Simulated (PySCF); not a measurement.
Molecule: SMILES [F][Ge]([F])([F])[SH]. Atoms near the plane z = 0.8 Å, at the PBE0/def2-SVP optimised geometry (x, y, z in Å): Ge2 (-0.1, -1.0, 0.0), F3 (-0.6, -1.9, 1.4), F4 (1.7, -1.0, 0.0), S5 (-0.9, 1.0, 0.0), H6 (-1.7, 0.7, 1.1).

Method: PBE0/def2-TZVP run with PySCF. The values are rescaled to run from 0 to 1.

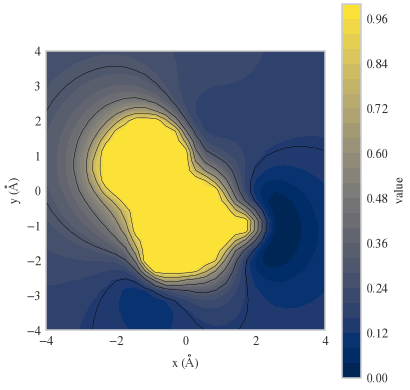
a field on the plane z = 0.8 Å.

Which quantity is mapped?
A) electron localisation function
B) Laplacian of the electron density
C) an orbital amplitude
D) electrostatic potential

D, electrostatic potential. In full: electrostatic potential (hartree/e), clipped to [-0.08, 0.12].
